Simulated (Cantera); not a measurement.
Feed: 1 mol CuO, 17 mol CO, 3.7 mol H₂, 5 mol C, at 1550 K.

Cantera equilibrium calculation (NASA polynomials, part measured and part estimated; ideal gas, pure solids and liquids). Candidate condensed phases: C, C₆H₆, C₇H₈, C₈H₁₈, Cu, CuO, Cu(OH)₂, Cu₂O, H₂O; 113 gas species. Rates play no part.

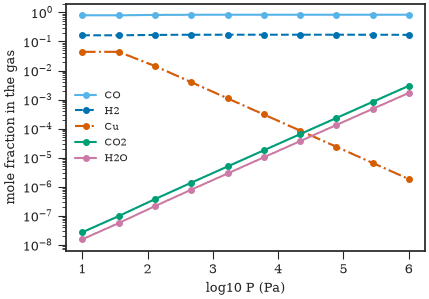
Equilibrium gas composition (values under 1e-9 drawn at 1e-9)

Read off the mole fractions at 77000 Pa.

CO about 0.83, H₂ about 0.17, CO₂ about 0.00023, H₂O about 0.00013, Cu about 2.4e-5.
